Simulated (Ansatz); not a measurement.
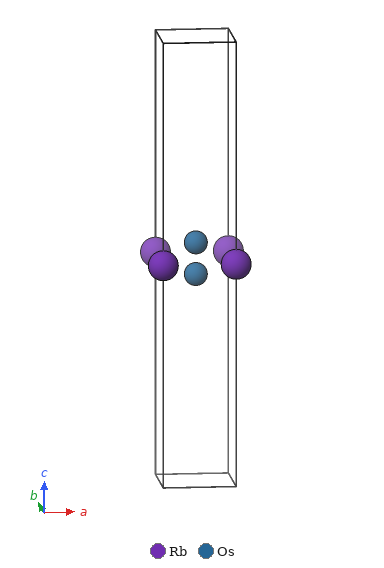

The crystal in a spheres-only representation, seen from the side at a slight tilt. The simulation cell is outlined; an atom on or near a face, edge or corner is repeated at each equivalent position.

```
CELL_PARAMETERS angstrom
4.78960 0.00000 0.00000
0.00000 4.78960 0.00000
0.00000 0.00000 29.57052
ATOMIC_POSITIONS crystal
Rb 0.00000 0.00000 0.50000
Os 0.50000 0.50000 0.53560
Os 0.50000 0.50000 0.46440
```

The calculation used DFT PBE, scalar-relativistic, plane waves, PAW (Ansatz 0.2.0), with E_cut = 420 eV, a 10×10×1 mesh of k-points, Gaussian smearing of 0.1 eV, collinear spins. The state is ferromagnetic.

Question: What net charge does each kind of atom have (Bader)?

Answer: Rb +0.73 e; Os -0.37 e.

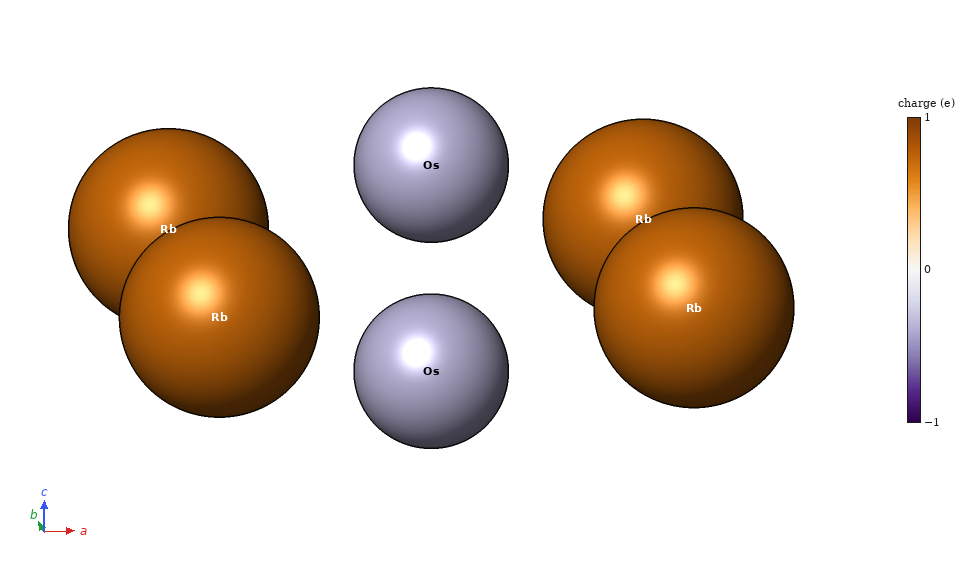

The atoms coloured by those charges.

The structure comes from a structure type filled with these elements by a generator (whether the compound takes this form wasn't checked). Earlier steps of the study may have refined or changed the cell and positions. It was run through Ansatz as a DFT input.
